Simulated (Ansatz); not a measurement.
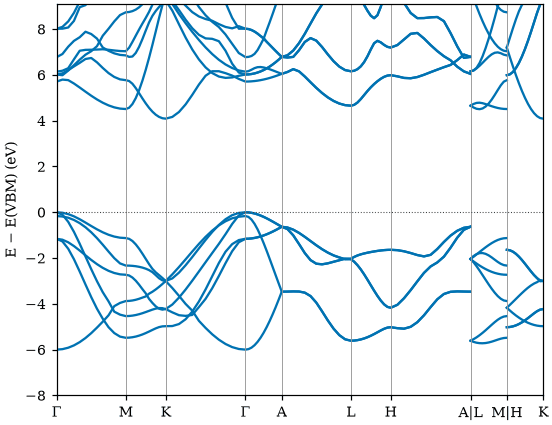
Band structure from DFT-r²SCAN in the program Ansatz with PAW potentials

Task: Read off the gap and where the band edges lie.

Result: About 4.1 eV (4.09 eV by a search for the band edges); maximum at Γ, minimum at K.

The material is BeS (wurtzite, space group No. 186).

Space group P6_3mc (wurtzite). The start of the workflow was typed in or built on a structure type; neither database checked (COD, Materials Project) lists it. COD files the formula under space group No. 216, so this cell is another polymorph or a model. Whether it is the stable phase at ambient conditions was not checked. The r²SCAN relaxation kept the symmetry of its start; its stability against distortions is not shown here.

Potentials: the later of the program's two PAW sets.
